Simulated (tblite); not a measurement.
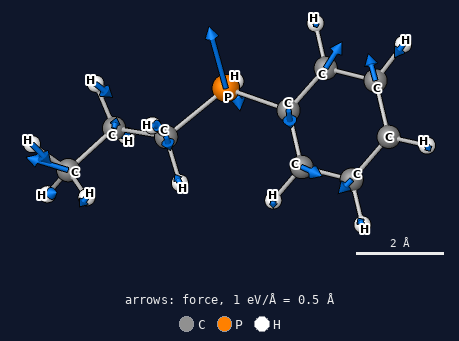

Starting geometry of C₉H₁₃P with the computed forces as blue arrows. Style: ball-and-stick. Shown at a tilt.

Method: GFN2-xTB geometry optimisation, gas phase (tblite 0.8.0). 

Q: What follows when this structure is relaxed?

A: It isn't relaxed: the largest force vector, on the P atom, is 3.20 eV/Å. The final displacements have little in common with the starting forces (cosine between the two patterns 0.09). Over 189 geometry steps the energy falls by 30.2 kcal/mol. An H atom moves most after the best rigid fit: 1.76 Å. Largest moves by element: H 1.76 Å, C 0.89 Å, P 0.76 Å. Near-neighbour distances that change, for instance: C–H 1.142 → 1.088 Å, C–H 1.107 → 1.081 Å, C–P 1.841 → 1.867 Å, C–H 1.116 → 1.093 Å. Among the angles between lasting bonds that change: C–P–H 115.5° → 95.0°, C–P–H 115.4° → 95.1°, C–P–C 107.2° → 97.5°. Groups turn about C–C by about 50°. Cost: 1.8 s on 1 thread of Arm Neoverse V1, with other jobs on the host.
